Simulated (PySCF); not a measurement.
# C3H5F3Si: NMR shifts at several levels of theory, part 2 of 2

PySCF 2.14.0. Atoms count from 0. The steps go on from the part before.

## 8. Nuclear shieldings: PBE0/cc-pVTZ

Job settings and geometry (Å):

```
{"job": {"kind": "nmr", "xc": "PBE0", "basis": "cc-pVTZ", "pop": true}, "charge": 0, "multiplicity": 1}
F     -2.095508    -1.284889    -0.269727
C     -1.516597    -0.075370    -0.160270
F     -1.617042     0.325734     1.130739
C     -0.064693    -0.138961    -0.543466
F      0.047199    -0.414989    -1.877297
C      0.844598     0.973316    -0.041319
Si     1.271266    -0.708539     0.656658
H     -2.076418     0.634992    -0.796965
H      1.509377     1.375817    -0.814069
H      0.386115     1.742341     0.590072
H      0.920892    -1.045885     2.055003
H      2.433338    -1.409446     0.064315
```

With the program's defaults for keys left out, this is: GIAO PBE0/cc-pVTZ NMR shielding, non-relativistic, gas phase.

Standard output:

```text
coarse grid: 11240 points
cycle   1  E = -705.8083842459  dE =  9.464e-01  |g| = 8.013e-01  |ddm| = 6.407e+00
cycle   2  E = -705.7018929181  dE =  1.065e-01  |g| = 1.180e+00  |ddm| = 2.166e+00
cycle   3  E = -705.9121058499  dE = -2.102e-01  |g| = 6.681e-02  |ddm| = 1.273e+00
cycle   4  E = -705.9125001630  dE = -3.943e-04  |g| = 4.791e-02  |ddm| = 1.563e-01
cycle   5  E = -705.9130566662  dE = -5.565e-04  |g| = 7.498e-03  |ddm| = 7.866e-02
cycle   6  E = -705.9130682308  dE = -1.156e-05  |g| = 1.791e-03  |ddm| = 1.148e-02
cycle   7  E = -705.9130687268  dE = -4.960e-07  |g| = 6.044e-04  |ddm| = 2.863e-03
final grid: 107224 points
cycle   8  E = -705.9169903018  dE = -7.485e-05  |g| = 8.313e-03  |ddm| = 7.355e-02
cycle   9  E = -705.9169719375  dE =  1.836e-05  |g| = 1.288e-02  |ddm| = 2.714e-02
cycle  10  E = -705.9170040839  dE = -3.215e-05  |g| = 7.136e-04  |ddm| = 1.582e-02
cycle  11  E = -705.9170041586  dE = -7.474e-08  |g| = 3.209e-04  |ddm| = 1.443e-03
cycle  12  E = -705.9170041756  dE = -1.697e-08  |g| = 8.527e-05  |ddm| = 4.750e-04
cycle  13  E = -705.9170041766  dE = -1.038e-09  |g| = 2.880e-05  |ddm| = 1.271e-04
cycle  14  E = -705.9170041767  dE = -1.303e-10  |g| = 4.803e-06  |ddm| = 4.048e-05
converged SCF energy = -705.9170041767

GIAO shielding tensors (ppm)
atom      isotropic    diamagn.    paramagn.     s11        s22        s33       span
  0 F      307.478     467.656    -160.178    224.832    340.056    357.547    132.714
  1 C       68.783     238.321    -169.538     51.365     74.007     80.978     29.614
  2 F      324.061     473.474    -149.413    226.857    347.191    398.136    171.279
  3 C      103.949     243.071    -139.122     51.003     83.010    177.833    126.830
  4 F      405.102     470.205     -65.103    361.537    410.156    443.613     82.075
  5 C      183.790     249.437     -65.648    153.663    190.277    207.429     53.766
  6 Si     482.125     888.412    -406.287    382.612    409.893    653.869    271.257
  7 H       25.200      28.434      -3.234     22.494     24.884     28.222      5.728
  8 H       30.359      30.199       0.160     26.129     26.324     38.623     12.494
  9 H       29.991      30.363      -0.372     24.707     27.713     37.555     12.848
 10 H       27.977      29.531      -1.554     22.924     26.412     34.594     11.670
 11 H       28.053      29.347      -1.294     23.352     25.940     34.867     11.514
```

It took 33 s on 1 thread of Intel Xeon 6975P-C, shared host; peak memory 1 GiB.

Key values: δ C1 118.5, C3 83.3, C5 3.5, F0 -124.9, H7 6.09, H10 3.31 ppm.

## 9. Nuclear shieldings: PBE0/aug-cc-pVDZ

Settings changed since step 8:

```diff
@@ -1,2 +1,2 @@
-{"job": {"kind": "nmr", "xc": "PBE0", "basis": "cc-pVTZ", "pop": true}, "charge": 0, "multiplicity": 1}
+{"job": {"kind": "nmr", "xc": "PBE0", "basis": "aug-cc-pVDZ", "pop": true}, "charge": 0, "multiplicity": 1}
 F     -2.095508    -1.284889    -0.269727
```

Method: GIAO PBE0/aug-cc-pVDZ NMR shielding, non-relativistic, gas phase.

Standard output:

```text
coarse grid: 11240 points
cycle   1  E = -705.6986252741  dE =  9.817e-01  |g| = 7.225e-01  |ddm| = 7.712e+00
cycle   2  E = -705.6063309247  dE =  9.229e-02  |g| = 1.052e+00  |ddm| = 2.493e+00
cycle   3  E = -705.7919390466  dE = -1.856e-01  |g| = 6.273e-02  |ddm| = 1.406e+00
cycle   4  E = -705.7923774368  dE = -4.384e-04  |g| = 4.053e-02  |ddm| = 1.921e-01
cycle   5  E = -705.7927944271  dE = -4.170e-04  |g| = 6.394e-03  |ddm| = 1.085e-01
cycle   6  E = -705.7928035160  dE = -9.089e-06  |g| = 1.463e-03  |ddm| = 1.401e-02
final grid: 107224 points
cycle   7  E = -705.8032433798  dE = -3.288e-05  |g| = 8.500e-03  |ddm| = 1.316e-01
cycle   8  E = -705.8032226917  dE =  2.069e-05  |g| = 1.344e-02  |ddm| = 3.816e-02
cycle   9  E = -705.8032584907  dE = -3.580e-05  |g| = 6.377e-04  |ddm| = 2.193e-02
cycle  10  E = -705.8032585757  dE = -8.505e-08  |g| = 2.170e-04  |ddm| = 1.754e-03
cycle  11  E = -705.8032585844  dE = -8.646e-09  |g| = 6.401e-05  |ddm| = 4.244e-04
cycle  12  E = -705.8032585851  dE = -7.403e-10  |g| = 2.274e-05  |ddm| = 1.326e-04
converged SCF energy = -705.8032585851

GIAO shielding tensors (ppm)
atom      isotropic    diamagn.    paramagn.     s11        s22        s33       span
  0 F      317.240     476.599    -159.359    239.819    349.320    362.582    122.763
  1 C       82.317     234.085    -151.768     64.462     88.032     94.456     29.995
  2 F      332.083     472.714    -140.630    237.571    353.312    405.367    167.796
  3 C      113.771     214.650    -100.879     63.135     93.270    184.908    121.773
  4 F      410.105     480.581     -70.477    367.142    414.676    448.496     81.353
  5 C      191.305     210.877     -19.572    162.967    198.498    212.451     49.484
  6 Si     534.028     888.995    -354.966    440.702    474.937    686.446    245.744
  7 H       25.188      27.657      -2.469     22.404     24.865     28.296      5.892
  8 H       30.446      31.165      -0.718     26.231     26.488     38.621     12.390
  9 H       30.121      32.340      -2.219     24.854     27.946     37.563     12.709
 10 H       27.983      27.686       0.298     22.839     26.421     34.690     11.851
 11 H       28.077      27.134       0.943     23.288     25.930     35.013     11.725
```

Wall time 20 s (1 thread of Intel Xeon 6975P-C, shared host); peak memory 0.98 GiB.

Key values: δ C1 112.8, C3 81.3, C5 3.8, F0 -123.1, H7 6.21, H10 3.41 ppm.

## 10. Shielding tensors: PBE0/IGLO-III

Settings changed since step 9:

```diff
@@ -1,2 +1,2 @@
-{"job": {"kind": "nmr", "xc": "PBE0", "basis": "aug-cc-pVDZ", "pop": true}, "charge": 0, "multiplicity": 1}
+{"job": {"kind": "nmr", "xc": "PBE0", "basis": "IGLO-III", "pop": true}, "charge": 0, "multiplicity": 1}
 F     -2.095508    -1.284889    -0.269727
```

Method: GIAO PBE0/IGLO-III NMR shielding, non-relativistic, gas phase.

Standard output:

```text
coarse grid: 11240 points
cycle   1  E = -705.8244226100  dE =  9.400e-01  |g| = 8.118e-01  |ddm| = 2.530e+00
cycle   2  E = -705.7129537083  dE =  1.115e-01  |g| = 1.198e+00  |ddm| = 8.141e-01
cycle   3  E = -705.9291592846  dE = -2.162e-01  |g| = 7.327e-02  |ddm| = 4.824e-01
cycle   4  E = -705.9295852733  dE = -4.260e-04  |g| = 5.012e-02  |ddm| = 6.951e-02
cycle   5  E = -705.9301592882  dE = -5.740e-04  |g| = 8.498e-03  |ddm| = 3.675e-02
cycle   6  E = -705.9301736794  dE = -1.439e-05  |g| = 1.908e-03  |ddm| = 5.776e-03
cycle   7  E = -705.9301741286  dE = -4.492e-07  |g| = 7.557e-04  |ddm| = 1.199e-03
final grid: 107224 points
cycle   8  E = -705.9435752828  dE = -1.111e-04  |g| = 8.015e-03  |ddm| = 5.911e-02
cycle   9  E = -705.9435589398  dE =  1.634e-05  |g| = 1.214e-02  |ddm| = 1.126e-02
cycle  10  E = -705.9435879459  dE = -2.901e-05  |g| = 7.910e-04  |ddm| = 6.511e-03
cycle  11  E = -705.9435880228  dE = -7.687e-08  |g| = 4.051e-04  |ddm| = 5.981e-04
cycle  12  E = -705.9435880488  dE = -2.605e-08  |g| = 1.058e-04  |ddm| = 2.293e-04
cycle  13  E = -705.9435880506  dE = -1.722e-09  |g| = 3.191e-05  |ddm| = 6.443e-05
cycle  14  E = -705.9435880507  dE = -1.587e-10  |g| = 5.178e-06  |ddm| = 1.831e-05
converged SCF energy = -705.9435880507

GIAO shielding tensors (ppm)
atom      isotropic    diamagn.    paramagn.     s11        s22        s33       span
  0 F      304.481     460.728    -156.247    221.684    337.494    354.266    132.581
  1 C       62.805     247.022    -184.217     45.115     68.114     75.186     30.071
  2 F      320.442     466.533    -146.091    218.714    343.073    399.539    180.825
  3 C       97.456     240.995    -143.539     41.893     76.241    174.233    132.340
  4 F      404.575     466.983     -62.408    358.881    408.828    446.016     87.135
  5 C      179.729     254.209     -74.481    148.694    186.865    203.627     54.933
  6 Si     471.509     891.267    -419.758    366.294    400.923    647.312    281.018
  7 H       25.197      27.518      -2.322     22.479     24.893     28.218      5.739
  8 H       30.395      30.055       0.339     26.209     26.415     38.560     12.351
  9 H       30.043      30.760      -0.717     24.821     27.810     37.497     12.676
 10 H       27.938      29.878      -1.940     22.970     26.448     34.395     11.424
 11 H       28.026      29.706      -1.681     23.447     25.935     34.696     11.249
```

Wall time 35 s (1 thread of Intel Xeon 6975P-C, shared host); peak memory 1.1 GiB.

Key values: δ C1 121.0, C3 86.3, C5 4.0, F0 -129.8, H7 6.18, H10 3.44 ppm.

## 11. NMR shieldings: PBE0/pcSseg-0

Settings changed since step 10:

```diff
@@ -1,2 +1,2 @@
-{"job": {"kind": "nmr", "xc": "PBE0", "basis": "IGLO-III", "pop": true}, "charge": 0, "multiplicity": 1}
+{"job": {"kind": "nmr", "xc": "PBE0", "basis": "pcSseg-0", "pop": true}, "charge": 0, "multiplicity": 1}
 F     -2.095508    -1.284889    -0.269727
```

Method: GIAO PBE0/pcSseg-0 NMR shielding, non-relativistic, gas phase.

Standard output:

```text
coarse grid: 11240 points
cycle   1  E = -704.3718291023  dE =  9.401e-01  |g| = 7.365e-01  |ddm| = 4.000e+00
cycle   2  E = -704.2783788933  dE =  9.345e-02  |g| = 1.092e+00  |ddm| = 1.939e+00
cycle   3  E = -704.4790400864  dE = -2.007e-01  |g| = 4.775e-02  |ddm| = 1.092e+00
cycle   4  E = -704.4793291118  dE = -2.890e-04  |g| = 3.646e-02  |ddm| = 1.428e-01
cycle   5  E = -704.4796827129  dE = -3.536e-04  |g| = 3.253e-03  |ddm| = 5.864e-02
cycle   6  E = -704.4796850326  dE = -2.320e-06  |g| = 1.377e-03  |ddm| = 6.517e-03
final grid: 107224 points
cycle   7  E = -704.4368657161  dE = -1.786e-05  |g| = 4.332e-03  |ddm| = 1.864e-02
cycle   8  E = -704.4368640008  dE =  1.715e-06  |g| = 5.147e-03  |ddm| = 1.234e-02
cycle   9  E = -704.4368698780  dE = -5.877e-06  |g| = 7.862e-04  |ddm| = 7.796e-03
cycle  10  E = -704.4368699901  dE = -1.121e-07  |g| = 1.070e-04  |ddm| = 1.004e-03
cycle  11  E = -704.4368699915  dE = -1.431e-09  |g| = 5.423e-05  |ddm| = 1.543e-04
cycle  12  E = -704.4368699922  dE = -6.219e-10  |g| = 8.191e-06  |ddm| = 7.652e-05
converged SCF energy = -704.4368699922

GIAO shielding tensors (ppm)
atom      isotropic    diamagn.    paramagn.     s11        s22        s33       span
  0 F      318.430     472.078    -153.648    241.056    318.706    395.529    154.473
  1 C       64.577     241.122    -176.546     44.347     71.736     77.647     33.301
  2 F      331.503     476.941    -145.438    241.912    346.935    405.662    163.750
  3 C      107.240     254.889    -147.650     55.487     80.821    185.411    129.924
  4 F      437.861     467.529     -29.669    392.156    426.023    495.402    103.246
  5 C      188.165     255.509     -67.344    153.117    198.574    212.806     59.689
  6 Si     502.605     878.127    -375.522    391.601    437.047    679.169    287.568
  7 H       26.173      26.663      -0.490     23.451     24.646     30.421      6.970
  8 H       31.346      31.050       0.296     26.826     26.954     40.259     13.432
  9 H       31.170      30.044       1.126     25.549     28.423     39.538     13.989
 10 H       29.344      28.246       1.098     24.398     27.846     35.789     11.391
 11 H       29.411      28.997       0.414     24.657     27.272     36.303     11.646
```

Wall time 5 s (1 thread of Intel Xeon 6975P-C, shared host); peak memory 0.49 GiB.

Key values: δ C1 128.9, C3 86.3, C5 5.4, F0 -140.1, H7 6.66, H10 3.49 ppm.

## 12. Nuclear shieldings: PBE0/pcSseg-2

Settings changed since step 11:

```diff
@@ -1,2 +1,2 @@
-{"job": {"kind": "nmr", "xc": "PBE0", "basis": "pcSseg-0", "pop": true}, "charge": 0, "multiplicity": 1}
+{"job": {"kind": "nmr", "xc": "PBE0", "basis": "pcSseg-2", "pop": true}, "charge": 0, "multiplicity": 1}
 F     -2.095508    -1.284889    -0.269727
```

Level: GIAO PBE0/pcSseg-2 NMR shielding, non-relativistic, gas phase.

Standard output:

```text
coarse grid: 11240 points
cycle   1  E = -705.8317431106  dE =  9.428e-01  |g| = 8.084e-01  |ddm| = 2.497e+00
cycle   2  E = -705.7226832450  dE =  1.091e-01  |g| = 1.183e+00  |ddm| = 9.651e-01
cycle   3  E = -705.9365947006  dE = -2.139e-01  |g| = 7.177e-02  |ddm| = 5.882e-01
cycle   4  E = -705.9370723669  dE = -4.777e-04  |g| = 4.649e-02  |ddm| = 7.546e-02
cycle   5  E = -705.9375770812  dE = -5.047e-04  |g| = 8.284e-03  |ddm| = 3.927e-02
cycle   6  E = -705.9375908360  dE = -1.375e-05  |g| = 1.757e-03  |ddm| = 7.026e-03
cycle   7  E = -705.9375912454  dE = -4.093e-07  |g| = 6.627e-04  |ddm| = 1.477e-03
final grid: 107224 points
cycle   8  E = -705.9403776838  dE = -1.009e-04  |g| = 7.483e-03  |ddm| = 4.113e-02
cycle   9  E = -705.9403627709  dE =  1.491e-05  |g| = 1.148e-02  |ddm| = 1.214e-02
cycle  10  E = -705.9403897991  dE = -2.703e-05  |g| = 7.681e-04  |ddm| = 7.316e-03
cycle  11  E = -705.9403898766  dE = -7.744e-08  |g| = 3.604e-04  |ddm| = 7.257e-04
cycle  12  E = -705.9403898968  dE = -2.022e-08  |g| = 9.343e-05  |ddm| = 2.280e-04
cycle  13  E = -705.9403898981  dE = -1.271e-09  |g| = 3.307e-05  |ddm| = 8.011e-05
cycle  14  E = -705.9403898982  dE = -1.710e-10  |g| = 4.959e-06  |ddm| = 2.283e-05
converged SCF energy = -705.9403898982

GIAO shielding tensors (ppm)
atom      isotropic    diamagn.    paramagn.     s11        s22        s33       span
  0 F      305.222     465.895    -160.673    222.687    337.941    355.039    132.352
  1 C       61.986     236.001    -174.015     44.105     67.377     74.478     30.372
  2 F      321.166     470.468    -149.303    220.609    343.202    399.685    179.076
  3 C       97.310     245.146    -147.836     41.760     75.864    174.306    132.545
  4 F      405.227     467.230     -62.004    360.362    408.759    446.558     86.196
  5 C      180.004     252.776     -72.772    148.826    187.041    204.147     55.321
  6 Si     468.899     879.769    -410.869    364.303    397.723    644.671    280.369
  7 H       25.131      27.696      -2.565     22.387     24.831     28.175      5.788
  8 H       30.271      30.162       0.109     25.984     26.222     38.607     12.623
  9 H       29.917      30.703      -0.786     24.608     27.602     37.540     12.933
 10 H       27.940      29.343      -1.403     22.966     26.406     34.449     11.484
 11 H       28.033      29.305      -1.272     23.403     25.971     34.725     11.321
```

Wall time 46 s (1 thread of Intel Xeon 6975P-C, shared host); peak memory 1.2 GiB.

This run: δ C1 122.1, C3 86.8, C5 4.1, F0 -129.4, H7 6.11, H10 3.30 ppm.

## 13. Run by run: NMR shifts

Shifts (ppm) of some atoms, chosen among heavy atoms and hydrogens apart, with basis size and wall time:

```tsv
run	C1	H7	H8	F0	F2	F4	Si6	functions	time
PBE0/6-31G*	111.2	6.26	0.95	-126.4	-142.0	-218.4	-97.0	112	8.1 s
PBE0/6-311+G(2d,p)	116.4	6.15	0.98	-131.3	-147.4	-229.8	-126.1	227	22 s
PBE0/def2-SVP	113.2	5.86	0.82	-113.1	-125.8	-207.7	-118.2	127	9 s
PBE0/def2-TZVP	119.5	6.08	0.95	-127.4	-142.5	-225.2	-129.8	253	28 s
PBE0/cc-pVDZ	112.9	6.03	0.84	-121.9	-136.2	-211.3	-115.7	127	9.4 s
PBE0/cc-pVTZ	118.5	6.09	0.93	-124.9	-141.5	-222.5	-122.1	284	33 s
PBE0/aug-cc-pVDZ	112.8	6.21	0.95	-123.1	-137.9	-216.0	-117.3	210	20 s
PBE0/IGLO-III	121.0	6.18	0.98	-129.8	-145.8	-229.9	-126.2	304	35 s
PBE0/pcSseg-0	128.9	6.66	1.49	-140.1	-153.1	-259.5	-154.1	77	5 s
PBE0/pcSseg-2	122.1	6.11	0.97	-129.4	-145.4	-229.4	-127.6	329	46 s
```

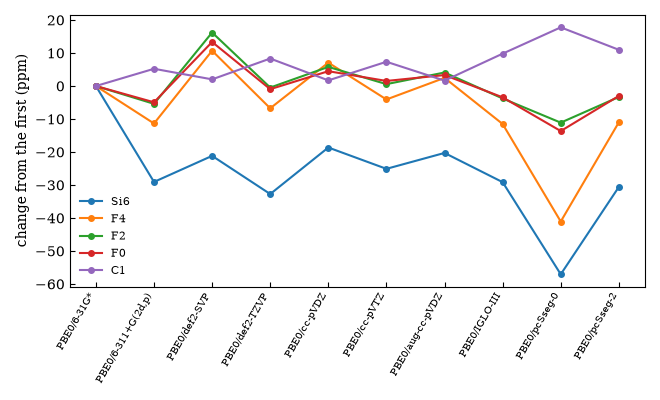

How five of the tabulated atoms move from run to run.

## 14. Outcome

The summary covers parts 1 to 2.

| quantity | value |
| --- | --- |
| point group | C1 |
| rotational constants (main isotopes) | 2.91, 1.84, 1.52 GHz |
| 13C shifts against TMS (PBE0/6-31G*) | 111.2, 78.5, 4.8 ppm |
| 1H shifts against TMS (PBE0/6-31G*) | 6.26, 3.33, 3.28, 1.25, 0.95 ppm |
| 19F shifts against CFCl3 (PBE0/6-31G*) | -126.4, -142.0, -218.4 ppm |
| 29Si shifts against TMS (PBE0/6-31G*) | -97.0 ppm |
| range of the shift of Si6 | -154.1 to -97.0 ppm |

Single values in the summary come from the first sound run of each kind (PBE0/6-31G*), which need not be the best level. The start of the PBE0/def2-SVP relaxation was shaken at random by about 0.01 Å, so part of the energy gained, and of the first lengths quoted, undoes that. Relaxing lowered the energy by 0.168 eV in 9 steps; the close pair that moved most is C1–C3, from 1.544 to 1.503 Å. No frequency check was run at this level, so the end point may be a saddle. At PBE0/6-31G*: Shielding is most anisotropic at Si6 (span 268 ppm, paramagnetic term -368 ppm). In ppm, Si6 moves most: its shift spreads over 57.1 ppm, from -154.1 (PBE0/pcSseg-0) to -97.0 (PBE0/6-31G*). Most of that comes from the computed reference, not from the atom's own shielding.
